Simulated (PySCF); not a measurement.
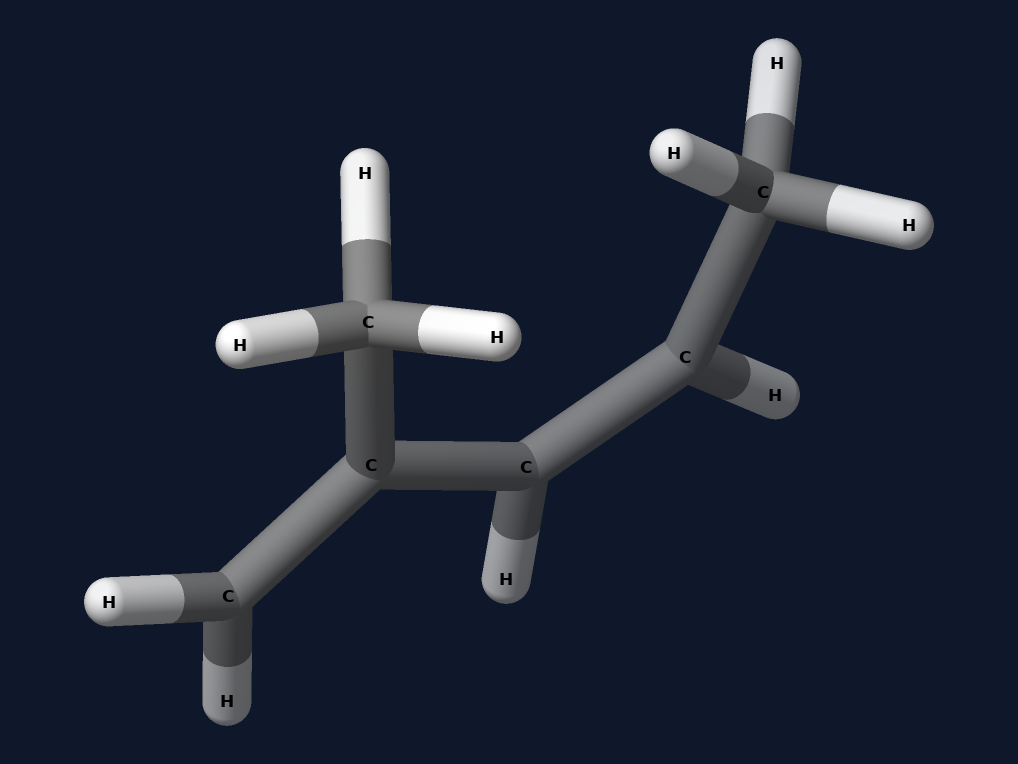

A stick model of a molecule. Every bond is drawn as one stick, whatever its order.

The computed structure is the end point of a PBE0-D3(BJ)/def2-SVP optimisation. No frequency run is at hand to confirm it as a minimum.

Describe the molecule.

Formula C₆H₁₀. SMILES: `C=C(C)/C=C\C`. It has no ring. Among its groups: alkene. The point group is Cs. Coordination: 4 C trigonal planar; 2 C tetrahedral.

The parts below concern this one geometry. Atoms keep their numbers from picture to picture.

## Excitation

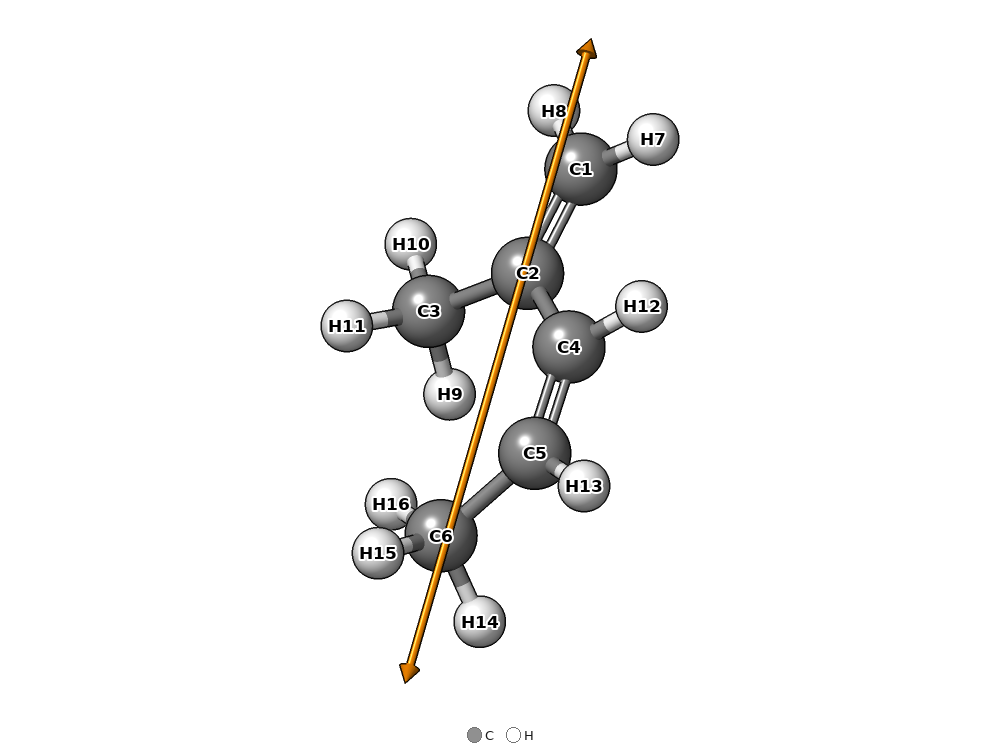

The double arrow shows the direction of the transition dipole to excited singlet state 1 (its length means nothing). No frequency run is at hand to confirm it as a minimum. Level of theory: TDDFT ωB97X-D/def2-SVPD, vertical, IEF-PCM chloroform (non-equilibrium linear response), core orbitals frozen in the response (PySCF 2.14.0).

How is the transition polarised?

Answer. Nearly parallel to the C4–C5 bond.

Where does the transition lie, and how strong is it?

Answer. 5.47 eV (227 nm), oscillator strength 0.84, mainly HOMO → LUMO (weight 0.98); transition dipole 6.37 D.

## Charges

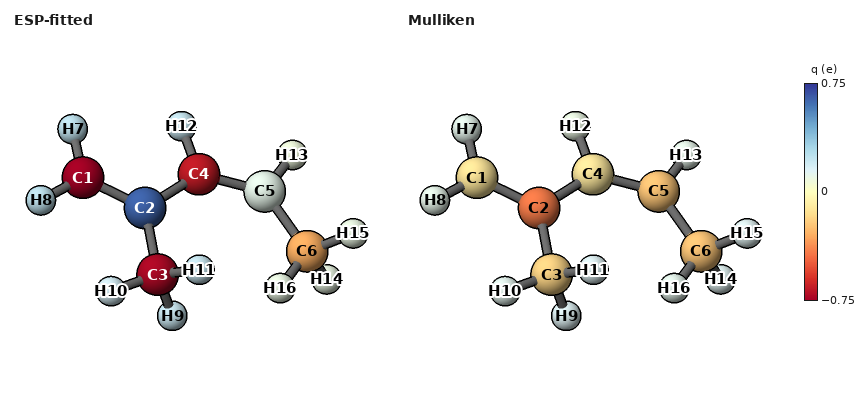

Atomic charges of one calculation by 2 schemes, on one colour scale. No frequency run is at hand to confirm it as a minimum. Computed with PBE0/pcSseg-1 in chloroform (IEF-PCM) (PySCF 2.14.0).

Which scheme gives the most polar picture (largest mean size of the charges)?

Answer. The ESP-fitted charges are the largest in size here.

On which atom do the schemes disagree most?

Answer. On C2 (from −0.41 to 0.63 e).

List the charges (e), one line for each set of equivalent atoms.

| atom | ESP-fitted | Mulliken |
| --- | --- | --- |
| C1 | −0.74 | −0.11 |
| C2 | 0.63 | −0.41 |
| C3 | −0.72 | −0.18 |
| C4 | −0.66 | −0.10 |
| C5 | 0.12 | −0.23 |
| C6 | −0.29 | −0.23 |
| H7 | 0.24 | 0.12 |
| H8 | 0.24 | 0.12 |
| H9, H11 | 0.21 | 0.15 |
| H10 | 0.18 | 0.13 |
| H12 | 0.22 | 0.10 |
| H13 | 0.08 | 0.12 |
| H14, H15 | 0.10 | 0.14 |
| H16 | 0.10 | 0.12 |

## NMR shielding

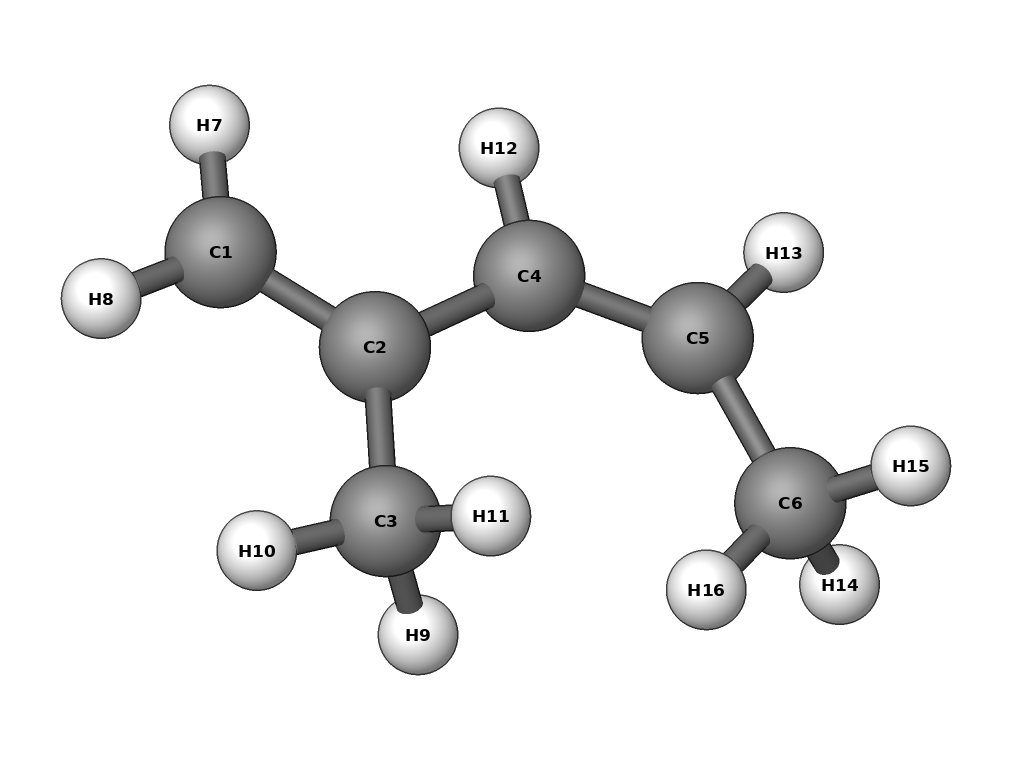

No frequency run is at hand to confirm it as a minimum. Properties computed with GIAO PBE0/pcSseg-1 NMR shielding, non-relativistic, IEF-PCM chloroform (PySCF 2.14.0). Principal shieldings σ11 ≤ σ22 ≤ σ33, span Ω = σ33 − σ11, skew κ = 3(σiso − σ22)/Ω.

Which C atom has the most anisotropic shielding?

Answer. C2, with a span of 243 ppm.

Give the shielding tensors of the C atoms.

```json
{"atom": "C1", "σ11": "−41.3", "σ22": "81.1", "σ33": "134.0", "σiso": "57.9", "Ω": "175.3", "κ": "−0.40"}
{"atom": "C2", "σ11": "−86.1", "σ22": "25.2", "σ33": "157.2", "σiso": "32.1", "Ω": "243.3", "κ": "0.09"}
{"atom": "C3", "σ11": "147.9", "σ22": "155.5", "σ33": "175.5", "σiso": "159.6", "Ω": "27.6", "κ": "0.45"}
{"atom": "C4", "σ11": "−57.0", "σ22": "62.1", "σ33": "135.3", "σiso": "46.8", "Ω": "192.3", "κ": "−0.24"}
{"atom": "C5", "σ11": "−56.4", "σ22": "46.8", "σ33": "154.6", "σiso": "48.3", "Ω": "211.0", "κ": "0.02"}
{"atom": "C6", "σ11": "150.1", "σ22": "170.6", "σ33": "180.9", "σiso": "167.2", "Ω": "30.9", "κ": "−0.33"}
```

Shieldings and span in ppm.

Mulliken values depend strongly on the basis set and can even reverse the polarity of a bond.
